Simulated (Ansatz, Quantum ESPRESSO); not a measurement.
# KMgF3 (Pm-3m): Raman and infrared activity, part 2 of 3

Aim: Raman and infrared lines of KMgF3 (Pm-3m).

Quantum ESPRESSO 8.0 development, patched; DFT LDA, scalar-relativistic, plane waves, PseudoDojo norm-conserving pseudopotentials.

So far. Step 2 (A first look): A gap of 7.0 eV opens on this mesh, so the crystal is taken as an insulator; the start stands at -4.6 GPa. Step 4 (Ground state): The cell stands at -0.02 GPa, close enough for phonons. The relaxed cell has a = 3.907 Å (conventional setting).

## Step 5: Zone-centre response

At q = 0 one unit cell holds all displacements; symmetry groups them into irreducible representations that are solved one by one. The response to a field gives ε∞ and the Born charges, which polar modes need. Third-order response adds the Raman tensors.

Input file ph.in:

```
phonons
&inputph
   prefix = 'x'
   outdir = './tmp'
   fildyn = 'g.dyn'
   tr2_ph = 1.0d-18
   epsil = .true.
   lraman = .true.
   elop = .true.
/
0.000000000000 0.000000000000 0.000000000000
```

Command:

```sh
$ OMP_NUM_THREADS=1 mpirun -n 8 ph.x -nk 8 -in ph.in > ph.out
```

What it wrote:

```text
[banners, grids, parts of the stress and lines that vanish by symmetry left out]
[banner, memory and clock lines left out]
Program PHONON v.8.0dev

[...]
(   1q-points):
[...]
Exchange-correlation= PW
                           (   1   4   0   0   0   0   0)
[...]
kinetic-energy cut-off    =      84.0000  Ry
     charge density cut-off    =     336.0000  Ry
     convergence threshold     =      1.0E-18
[...]
Exchange-correlation= PW
                           (   1   4   0   0   0   0   0)
[...]
q = (   0.0000000   0.0000000   0.0000000 )
     49 Sym.Ops. (with q -> -q+G )
     G cutoff =  463.9259  (  41851 G-vectors)     FFT grid: ( 45, 45, 45)
     number of k points=    20
[...]
Mode symmetry, O_h (m-3m)  point group:
[...]
Dielectric constant
[...]
End of electric fields calculation
          Dielectric constant in cartesian axis
          (       2.158014286       0.000000000       0.000000000 )
          (       0.000000000       2.158014286       0.000000000 )
          (       0.000000000       0.000000000       2.158014286 )
          Effective charges (d Force / dE) in cartesian axis without acoustic sum rule applied (asr)
           atom    1  K     Mean Z*:        1.19501
      Ex  (        1.19501        0.00000        0.00000 )
      Ey  (        0.00000        1.19501        0.00000 )
      Ez  (        0.00000        0.00000        1.19501 )
           atom    2  Mg    Mean Z*:        1.98930
      Ex  (        1.98930        0.00000        0.00000 )
      Ey  (        0.00000        1.98930        0.00000 )
      Ez  (        0.00000        0.00000        1.98930 )
           atom    3  F     Mean Z*:       -1.06135
      Ex  (       -1.25159        0.00000        0.00000 )
      Ey  (        0.00000       -0.96623        0.00000 )
      Ez  (        0.00000        0.00000       -0.96623 )
           atom    4  F     Mean Z*:       -1.06135
      Ex  (       -0.96623        0.00000        0.00000 )
      Ey  (        0.00000       -1.25159        0.00000 )
      Ez  (        0.00000        0.00000       -0.96623 )
           atom    5  F     Mean Z*:       -1.06135
      Ex  (       -0.96623        0.00000        0.00000 )
      Ey  (        0.00000       -0.96623        0.00000 )
      Ez  (        0.00000        0.00000       -1.25159 )
          Effective charges Sum: Mean:        0.00025
[...]
Effective charges (d Force / dE) in cartesian axis with asr applied:
           atom    1  K     Mean Z*:        1.19496
[...]
atom    2  Mg    Mean Z*:        1.98925
[...]
atom    3  F     Mean Z*:       -1.06140
[...]
atom    4  F     Mean Z*:       -1.06140
[...]
atom    5  F     Mean Z*:       -1.06140
[...]
Dielectric constant from finite-differences
          (       2.158002753       0.000000000       0.000000000 )
          (       0.000000000       2.158002753       0.000000000 )
          (       0.000000000       0.000000000       2.158002753 )
[...]
(       0.000000000       0.000000000       0.000000000 )
          (       0.000000000       0.000000000       0.000000000 )
          (       0.000000000       0.000000000       0.000000000 )
          (       0.000000000       0.000000000      -0.000000000 )
          (       0.000000000       0.000000000       0.000000000 )
          (       0.000000000       0.000000000       0.000000000 )
          (       0.000000000      -0.000000000       0.000000000 )
          (      -0.000000000       0.000000000       0.000000000 )
[...]
(       0.000000000       0.000000000       0.000000000 )
          (      -0.000000000       0.000000000       0.000000000 )
          (       0.000000000      -0.000000000       0.000000000 )
          (      -0.000000000       0.000000000       0.000000000 )
          (       0.000000000       0.000000000       0.000000000 )
[...]
Representation #   1 modes #   1   2   3
[...]
End of self-consistent calculation
     Convergence has been achieved
     Representation #   2 modes #   4   5   6
[...]
End of self-consistent calculation
     Convergence has been achieved
     Representation #   3 modes #   7   8   9
[...]
End of self-consistent calculation
     Convergence has been achieved
     Representation #   4 modes #  10  11  12
[...]
End of self-consistent calculation
     Convergence has been achieved
     Representation #   5 modes #  13  14  15
[...]
End of self-consistent calculation
     Convergence has been achieved
[...]
Dielectric constant in cartesian axis
          (       2.158014286       0.000000000       0.000000000 )
          (       0.000000000       2.158014286       0.000000000 )
          (       0.000000000       0.000000000       2.158014286 )
          Effective charges (d Force / dE) in cartesian axis without acoustic sum rule applied (asr)
           atom    1  K     Mean Z*:        1.19501
      Ex  (        1.19501        0.00000        0.00000 )
      Ey  (        0.00000        1.19501        0.00000 )
      Ez  (        0.00000        0.00000        1.19501 )
           atom    2  Mg    Mean Z*:        1.98930
      Ex  (        1.98930        0.00000        0.00000 )
      Ey  (        0.00000        1.98930        0.00000 )
      Ez  (        0.00000        0.00000        1.98930 )
           atom    3  F     Mean Z*:       -1.06135
      Ex  (       -1.25159        0.00000        0.00000 )
      Ey  (        0.00000       -0.96623        0.00000 )
      Ez  (        0.00000        0.00000       -0.96623 )
           atom    4  F     Mean Z*:       -1.06135
      Ex  (       -0.96623        0.00000        0.00000 )
      Ey  (        0.00000       -1.25159        0.00000 )
      Ez  (        0.00000        0.00000       -0.96623 )
           atom    5  F     Mean Z*:       -1.06135
      Ex  (       -0.96623        0.00000        0.00000 )
      Ey  (        0.00000       -0.96623        0.00000 )
      Ez  (        0.00000        0.00000       -1.25159 )
          Effective charges Sum: Mean:        0.00025
[...]
Effective charges (d Force / dE) in cartesian axis with asr applied:
           atom    1  K     Mean Z*:        1.19496
[...]
atom    2  Mg    Mean Z*:        1.98925
[...]
atom    3  F     Mean Z*:       -1.06140
[...]
atom    4  F     Mean Z*:       -1.06140
[...]
atom    5  F     Mean Z*:       -1.06140
[...]
q = (    0.000000000   0.000000000   0.000000000 )
[...]
freq (    1) =       0.247807 [THz] =       8.265951 [cm-1]
     freq (    2) =       0.247807 [THz] =       8.265951 [cm-1]
     freq (    3) =       0.247807 [THz] =       8.265951 [cm-1]
     freq (    4) =       4.662244 [THz] =     155.515734 [cm-1]
     freq (    5) =       4.662244 [THz] =     155.515734 [cm-1]
     freq (    6) =       4.662244 [THz] =     155.515734 [cm-1]
     freq (    7) =       5.556559 [THz] =     185.346870 [cm-1]
     freq (    8) =       5.556559 [THz] =     185.346870 [cm-1]
     freq (    9) =       5.556559 [THz] =     185.346870 [cm-1]
     freq (   10) =       8.564684 [THz] =     285.687098 [cm-1]
     freq (   11) =       8.564684 [THz] =     285.687098 [cm-1]
     freq (   12) =       8.564684 [THz] =     285.687098 [cm-1]
     freq (   13) =      15.478926 [THz] =     516.321407 [cm-1]
     freq (   14) =      15.478926 [THz] =     516.321407 [cm-1]
     freq (   15) =      15.478926 [THz] =     516.321407 [cm-1]
[...]
Mode symmetry, O_h (m-3m)  point group:
     freq (   1-   3) =          8.3  [cm-1]   --> T_1u G_15  G_4- I
     freq (   4-   6) =        155.5  [cm-1]   --> T_1u G_15  G_4- I
     freq (   7-   9) =        185.3  [cm-1]   --> T_2u G_25  G_5-
     freq (  10-  12) =        285.7  [cm-1]   --> T_1u G_15  G_4- I
     freq (  13-  15) =        516.3  [cm-1]   --> T_1u G_15  G_4- I
```

The job ended after 11 min (8 MPI ranks of Arm Neoverse V1, shared host; 1.5 h of CPU time).

This step gave:

```
miss of the charge sum rule                                       : 2.60e-4 e
largest acoustic frequency at the zone centre before the sum rule : 8.27 cm⁻¹
highest optical zone-centre mode (no LO-TO term)                  : 516.3 cm⁻¹
lowest optical zone-centre mode                                   : 155.5 cm⁻¹
mean high-frequency dielectric constant                           : 2.158
largest Born charge in size (third of the trace)                  : 1.989 e
```

Born charge (rows field, columns displacement), before the sum rule (e), principal values of the symmetric part by kind of site:

| atom | atoms with these values | low | middle | high | mean |
| --- | --- | --- | --- | --- | --- |
| K1 | 1 | 1.20 | 1.20 | 1.20 | 1.20 |
| Mg2 | 1 | 1.99 | 1.99 | 1.99 | 1.99 |
| F3 | 3 | -1.25 | -0.97 | -0.97 | -1.06 |

In full for K1:

```
1.20 0.00 0.00
0.00 1.20 0.00
0.00 0.00 1.20
```

High-frequency dielectric tensor:

```
2.16 0.00 0.00
0.00 2.16 0.00
0.00 0.00 2.16
```

The acoustic modes at Γ come out as far as 8.3 cm⁻¹ from zero, where they should vanish, a small numerical error; the Born charges miss their sum rule by 2.6e-4 e, which is good.

## Step 6: Zone-centre analysis

A rigid shift of the crystal must cost nothing, but grids and finite bases break this; the acoustic sum rule is imposed before the matrix is diagonalised again. With Born charges the intensities follow, and the static dielectric tensor.

Input file dynmat.in:

```
&input
   fildyn = 'g.dyn'
   asr = 'simple'
   fileig = 'dynmat.eig'
   lperm = .true.
/
```

Command:

```sh
$ dynmat.x -in dynmat.in > dynmat.out
```

What it wrote:

```text
[banner, memory and clock lines left out]
Program DYNMAT v.8.0dev

     Reading Dynamical Matrix from file g.dyn
     ...Force constants read
     ...epsilon and Z* read
     ...Raman cross sections read
     A direction for q was not specified:TO-LO splitting will be absent

     Polarizability (A^3 units)
     multiply by 0.721498 for Clausius-Mossotti correction (not under assume_isolated = 'mt')
         5.495549    0.000000    0.000000
         0.000000    5.495549    0.000000
         0.000000    0.000000    5.495549

     IR activities are in (D/A)^2/amu units

# mode   [cm-1]    [THz]      IR
    1      0.00    0.0000    0.0000
    2      0.00    0.0000    0.0000
    3      0.00    0.0000    0.0000
    4    155.46    4.6606    1.8137
    5    155.46    4.6606    1.8137
    6    155.46    4.6606    1.8137
    7    185.38    5.5576    0.0000
    8    185.38    5.5576    0.0000
    9    185.38    5.5576    0.0000
   10    285.44    8.5572    2.8378
   11    285.44    8.5572    2.8378
   12    285.44    8.5572    2.8378
   13    516.21   15.4756    4.1175
   14    516.21   15.4756    4.1175
   15    516.21   15.4756    4.1175

Electronic dielectric permittivity tensor (relative, adimensional)
         2.158014    0.000000    0.000000
         0.000000    2.158014    0.000000
         0.000000    0.000000    2.158014

 ... with zone-center polar mode contributions
         6.640203    0.000000   -0.000000
         0.000000    6.640203    0.000000
        -0.000000    0.000000    6.640203

[end of the log left out, with the tail of the file of modes that dynmat.x writes under the same name]
```

It took 0.46 s on 1 thread.

Read from the output:

```yaml
highest_optical_zone_centre_mode_no_lo_to_term: 516.2 cm⁻¹
mean_static_dielectric_constant: 6.640
```

Unit eigenvectors of the mass-weighted matrix after the sum rule; no LO-TO term. The modes at Γ (shares of kinetic energy by element, %):

| mode | frequency (cm⁻¹) | symmetry | K % | Mg % | F % |
| --- | --- | --- | --- | --- | --- |
| 1 | 0.0 | acoustic | 32 | 20 | 47 |
| 2 | 0.0 | acoustic | 32 | 20 | 47 |
| 3 | 0.0 | acoustic | 32 | 20 | 47 |
| 4 | 155.5 | T1u | 67 | 5 | 28 |
| 5 | 155.5 | T1u | 67 | 5 | 28 |
| 6 | 155.5 | T1u | 67 | 5 | 28 |
| 7 | 185.4 | T2u | 0 | 0 | 100 |
| 8 | 185.4 | T2u | 0 | 0 | 100 |
| 9 | 185.4 | T2u | 0 | 0 | 100 |
| 10 | 285.4 | T1u | 1 | 41 | 58 |
| 11 | 285.4 | T1u | 1 | 41 | 58 |
| 12 | 285.4 | T1u | 1 | 41 | 58 |
| 13 | 516.2 | T1u | 0 | 33 | 67 |
| 14 | 516.2 | T1u | 0 | 33 | 67 |
| 15 | 516.2 | T1u | 0 | 33 | 67 |

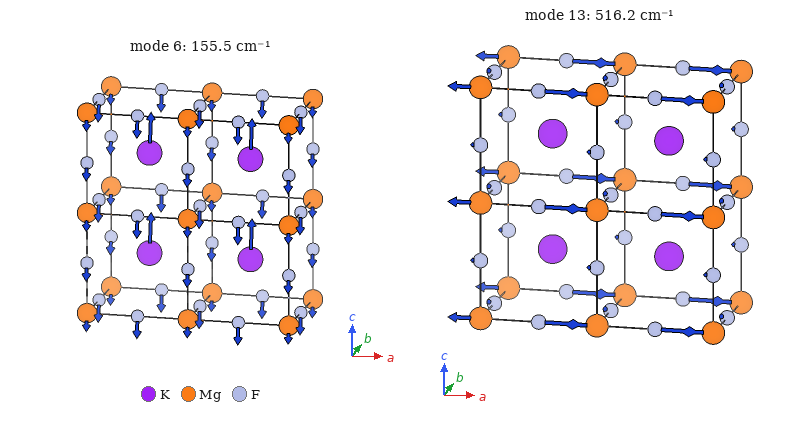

Displacement patterns of modes 6 and 13 at Γ; arrows are exaggerated. 2×1×2 cells are drawn. Some periodic images of atoms are drawn too.

Degenerate modes summed, no LO-TO term. Infrared lines, with heights relative to the strongest:

| position (cm⁻¹) | lines merged | label | IR intensity, relative |
| --- | --- | --- | --- |
| 155 | 3 | T1u | 44 |
| 185 | 3 | T2u | 0.0 |
| 285 | 3 | T1u | 69 |
| 516 | 3 | T1u | 100 |

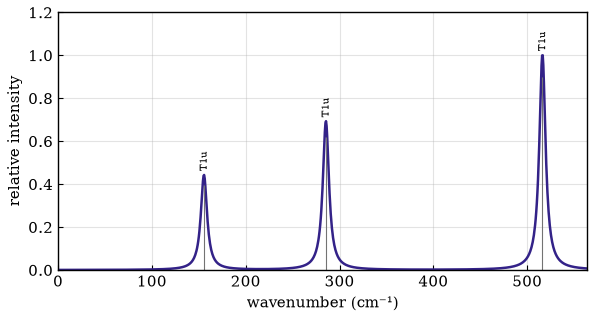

The infrared spectrum, broadened with Lorentzians of width 8 cm⁻¹; bars mark the lines.

Static dielectric tensor (ions relaxed, fixed cell):

```
6.64 0.00 0.00
0.00 6.64 0.00
0.00 0.00 6.64
```

The rule moves no optical mode by more than 0.3 cm⁻¹.

## Step 7: Sum rules set otherwise (asr no)

Without the rule the raw error of the acoustic modes shows.

Input file dynmat.in:

```
&input
   fildyn = 'g.dyn'
   asr = 'no'
   fileig = 'dynmat.eig'
   lperm = .true.
/
```

Command:

```sh
$ dynmat.x -in dynmat.in > dynmat.out
```

What it wrote:

```text
[banner, memory and clock lines left out]
Program DYNMAT v.8.0dev

     Reading Dynamical Matrix from file g.dyn
     ...Force constants read
     ...epsilon and Z* read
     ...Raman cross sections read
     A direction for q was not specified:TO-LO splitting will be absent

     Polarizability (A^3 units)
     multiply by 0.721498 for Clausius-Mossotti correction (not under assume_isolated = 'mt')
         5.495549    0.000000    0.000000
         0.000000    5.495549    0.000000
         0.000000    0.000000    5.495549

     IR activities are in (D/A)^2/amu units

# mode   [cm-1]    [THz]      IR
    1      8.27    0.2478    0.0000
    2      8.27    0.2478    0.0000
    3      8.27    0.2478    0.0000
    4    155.52    4.6622    1.8193
    5    155.52    4.6622    1.8193
    6    155.52    4.6622    1.8193
    7    185.35    5.5566    0.0000
    8    185.35    5.5566    0.0000
    9    185.35    5.5566    0.0000
   10    285.69    8.5647    2.8280
   11    285.69    8.5647    2.8280
   12    285.69    8.5647    2.8280
   13    516.32   15.4789    4.1215
   14    516.32   15.4789    4.1215
   15    516.32   15.4789    4.1215

Electronic dielectric permittivity tensor (relative, adimensional)
         2.158014    0.000000    0.000000
         0.000000    2.158014    0.000000
         0.000000    0.000000    2.158014

 ... with zone-center polar mode contributions
         6.640451    0.000000   -0.000000
         0.000000    6.640451   -0.000000
        -0.000000   -0.000000    6.640451

[end of the log left out, with the tail of the file of modes that dynmat.x writes under the same name]
```

Run time: 0.45 s. Hardware: 1 thread.

Read from the output:

```yaml
highest_optical_zone_centre_mode_no_lo_to_term: 516.3 cm⁻¹
mean_static_dielectric_constant: 6.641
```

Zone-centre frequencies as printed; negative means imaginary. Modes:

| mode | frequency (cm⁻¹) |
| --- | --- |
| 1 | 8.27 |
| 2 | 8.27 |
| 3 | 8.27 |
| 4 | 155.5 |
| 5 | 155.5 |
| 6 | 155.5 |
| 7 | 185.3 |
| 8 | 185.3 |
| 9 | 185.3 |
| 10 | 285.7 |
| 11 | 285.7 |
| 12 | 285.7 |
| 13 | 516.3 |
| 14 | 516.3 |
| 15 | 516.3 |

Against the first rule no mode moves by more than 8.3 cm⁻¹.

## Step 8: Sum rules set otherwise (asr crystal)

The rule can be imposed in more than one way; the choices should agree where the raw error is small.

Input file dynmat.in:

```
&input
   fildyn = 'g.dyn'
   asr = 'crystal'
   fileig = 'dynmat.eig'
   lperm = .true.
/
```

Command:

```sh
$ dynmat.x -in dynmat.in > dynmat.out
```

What it wrote:

```text
[banner, memory and clock lines left out]
Program DYNMAT v.8.0dev

     Reading Dynamical Matrix from file g.dyn
     ...Force constants read
     ...epsilon and Z* read
     ...Raman cross sections read
     Acoustic Sum Rule: || Z*(ASR) - Z*(orig)|| =    1.951082E-04
     Acoustic Sum Rule: ||dyn(ASR) - dyn(orig)||=    7.065374E-04
     A direction for q was not specified:TO-LO splitting will be absent

     Polarizability (A^3 units)
     multiply by 0.721498 for Clausius-Mossotti correction (not under assume_isolated = 'mt')
         5.495549    0.000000    0.000000
         0.000000    5.495549    0.000000
         0.000000    0.000000    5.495549

     IR activities are in (D/A)^2/amu units

# mode   [cm-1]    [THz]      IR
    1     -0.00   -0.0000    0.0000
    2     -0.00   -0.0000    0.0000
    3     -0.00   -0.0000    0.0000
    4    155.47    4.6610    1.8165
    5    155.47    4.6610    1.8165
    6    155.47    4.6610    1.8165
    7    185.35    5.5566    0.0000
    8    185.35    5.5566    0.0000
    9    185.35    5.5566    0.0000
   10    285.70    8.5652    2.8299
   11    285.70    8.5652    2.8299
   12    285.70    8.5652    2.8299
   13    516.33   15.4793    4.1226
   14    516.33   15.4793    4.1226
   15    516.33   15.4793    4.1226

Electronic dielectric permittivity tensor (relative, adimensional)
         2.158014    0.000000    0.000000
         0.000000    2.158014    0.000000
         0.000000    0.000000    2.158014

 ... with zone-center polar mode contributions
         6.638500    0.000000    0.000000
         0.000000    6.638500   -0.000000
         0.000000   -0.000000    6.638500

[end of the log left out, with the tail of the file of modes that dynmat.x writes under the same name]
```

Wall time 0.45 s (1 thread).

Read from the output:

```yaml
mean_static_dielectric_constant: 6.638
```

Zone-centre frequencies as printed; negative means imaginary. Modes:

| mode | frequency (cm⁻¹) |
| --- | --- |
| 1 | 0 |
| 2 | 0 |
| 3 | 0 |
| 4 | 155.5 |
| 5 | 155.5 |
| 6 | 155.5 |
| 7 | 185.3 |
| 8 | 185.3 |
| 9 | 185.3 |
| 10 | 285.7 |
| 11 | 285.7 |
| 12 | 285.7 |
| 13 | 516.3 |
| 14 | 516.3 |
| 15 | 516.3 |

Against the first rule no mode moves by more than 0.3 cm⁻¹.

## Step 9: Modes along a direction of q (1 0 0)

A longitudinal polar mode sets up a macroscopic field that stiffens it; the term hangs on the direction from which q goes to zero.

Input file dynmat.in:

```
&input
   fildyn = 'g.dyn'
   asr = 'simple'
   fileig = 'dynmat.eig'
   q(1) = 1.0
   q(2) = 0.0
   q(3) = 0.0
/
```

Command:

```sh
$ dynmat.x -in dynmat.in > dynmat.out
```

What it wrote:

```text
[banner, memory and clock lines left out]
Program DYNMAT v.8.0dev

     Reading Dynamical Matrix from file g.dyn
     ...Force constants read
     ...epsilon and Z* read
     ...Raman cross sections read

     Polarizability (A^3 units)
     multiply by 0.721498 for Clausius-Mossotti correction (not under assume_isolated = 'mt')
         5.495549    0.000000    0.000000
         0.000000    5.495549    0.000000
         0.000000    0.000000    5.495549

     IR activities are in (D/A)^2/amu units

# mode   [cm-1]    [THz]      IR
    1     -0.00   -0.0000    0.0000
    2      0.00    0.0000    0.0000
    3      0.00    0.0000    0.0000
    4    155.46    4.6606    1.8137
    5    155.46    4.6606    1.8137
    6    185.38    5.5576    0.0000
    7    185.38    5.5576    0.0000
    8    185.38    5.5576    0.0000
    9    192.20    5.7619    0.2883
   10    285.44    8.5572    2.8378
   11    285.44    8.5572    2.8378
   12    349.10   10.4657    1.7126
   13    516.21   15.4756    4.1175
   14    516.21   15.4756    4.1175
   15    598.86   17.9533    6.7681

[end of the log left out, with the tail of the file of modes that dynmat.x writes under the same name]
```

It took 0.44 s on 1 thread.

Numbers from this step:

```
highest mode moved by the LO-TO term : 598.9 cm⁻¹
```

Zone-centre frequencies as printed; negative means imaginary. Modes:

| mode | frequency (cm⁻¹) |
| --- | --- |
| 1 | 0 |
| 2 | 0 |
| 3 | 0 |
| 4 | 155.5 |
| 5 | 155.5 |
| 6 | 185.4 |
| 7 | 185.4 |
| 8 | 185.4 |
| 9 | 192.2 |
| 10 | 285.4 |
| 11 | 285.4 |
| 12 | 349.1 |
| 13 | 516.2 |
| 14 | 516.2 |
| 15 | 598.9 |

The field moves 3 modes; the highest of them now lies at 599 cm⁻¹, where the highest that moved away lay at 516.

[end of part 2 of 3]

[Host names and launcher messages were left out of these logs when they were recorded.]

[Logs are printed without paths, hosts, clocks, repeated set-up lines and the standing remarks that a program may print on its own settings, such as how far it seeks lower states.]

[Hosts, paths, dates, database ids (printed as entryN), source tags and the programs' standing remarks are cut or masked in the printed files.]
